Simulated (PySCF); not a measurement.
```yaml
atoms:
  - { symbol: C, position_ang: [-2.5399, -0.8629, 1.4117] }
  - { symbol: C, position_ang: [-1.9861, -0.0835, 0.6851] }
  - { symbol: C, position_ang: [-1.4045, 0.8902, -0.1563] }
  - { symbol: F, position_ang: [-2.2160, 1.9640, -0.3784] }
  - { symbol: C, position_ang: [-0.1957, 0.8372, -0.7021] }
  - { symbol: Si, position_ang: [0.9908, -0.6022, -0.5022] }
  - { symbol: N, position_ang: [2.5247, 0.0995, -0.8526] }
  - { symbol: H, position_ang: [-2.9933, -1.5675, 2.0432] }
  - { symbol: H, position_ang: [0.0958, 1.6705, -1.3253] }
  - { symbol: H, position_ang: [0.8311, -1.1945, 0.8346] }
  - { symbol: H, position_ang: [0.7770, -1.6171, -1.5355] }
  - { symbol: H, position_ang: [2.7816, 0.9676, -0.4098] }
  - { symbol: H, position_ang: [3.3300, -0.5009, -0.9161] }
```

Geometry: GFN2-xTB.

Computed with PySCF 2.14.0, PBE0/pcSseg-1, SCF density, gas phase, non-relativistic.

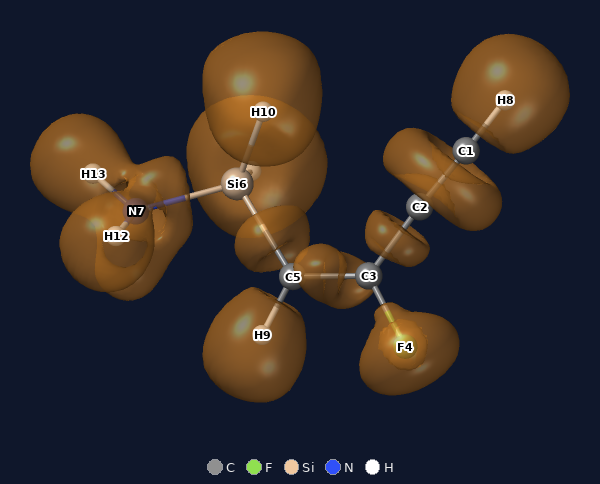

C4H6FNSi (SMILES C#C/C(F)=C\[SiH2]N). Isosurface of the electron localisation function at 0.75 (orange), seen at a tilt. Only the valence region is drawn (cores and ρ < 0.01 e/Å³ removed).

### Describe the localisation domains.

The surface consists of three regions between bonded C–C atoms (shared pairs), one region between bonded C–Si atoms (shared pairs), four regions around hydrogen nuclei, one region on F in which the atom's valence shell and bonds are merged and one joined region spread over several atoms (H, N), in which their bonds and any lone pairs are merged. Profiles from the grid: C–C (1.20 Å): the ELF peaks at about 0.85 between the atoms: a short, multiple covalent bond. C–F (1.36 Å): the ELF peaks at about 0.85 between the atoms; a shared but strongly polarised pair.
